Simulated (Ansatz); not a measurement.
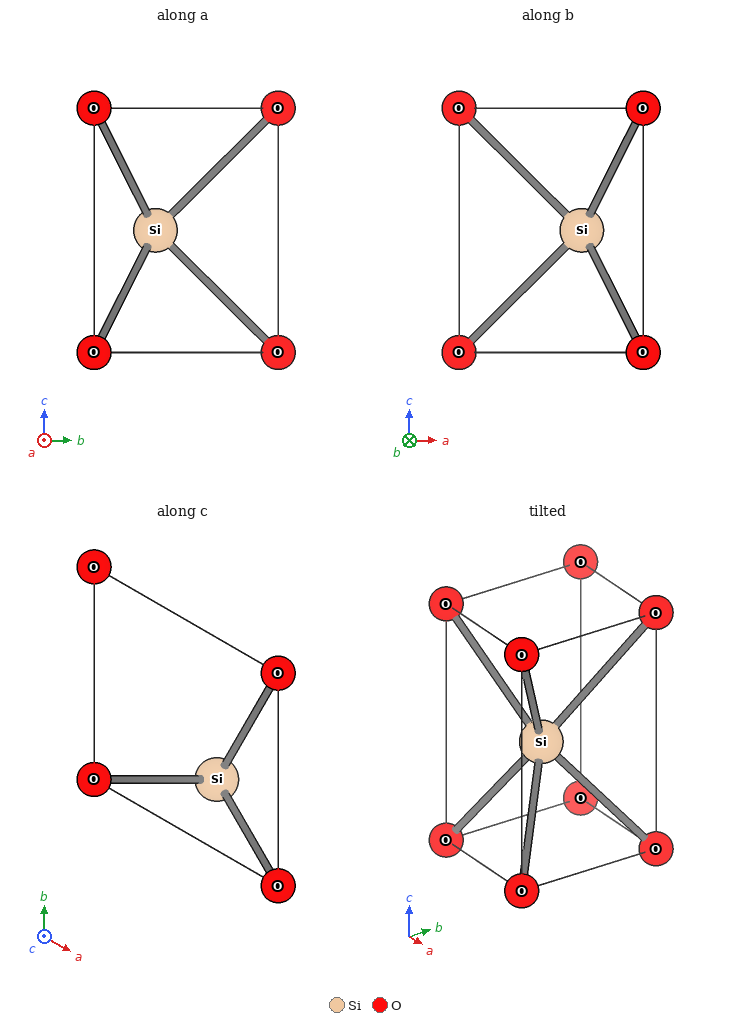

View along the a axis, along the b axis, along the c axis and slightly off an axis, drawn as a ball-and-stick model. Atoms at the boundary of the conventional unit cell (the box) are drawn once for each face, edge or corner they touch.

Lattice parameters: a = 2.713 Å, b = 2.713 Å, c = 3.118 Å, α = 90.00°, β = 90.00°, γ = 120.00°.

**Put the structure into a table of Wyckoff sites.**

Space group P-6m2 (No. 187).
```
atom  site       x       y       z
  Si    1f  0.6667  0.3333  0.5000
   O    1a  0.0000  0.0000  0.0000
```

The cell started as a structure type filled with these elements by a generator (whether the compound takes this form wasn't checked). Earlier steps of the study, as a rule a relaxation of our own, may have changed the cell and positions, so they can lie some per cent off the listed ones. Ansatz was used for an electronic-structure calculation on it.
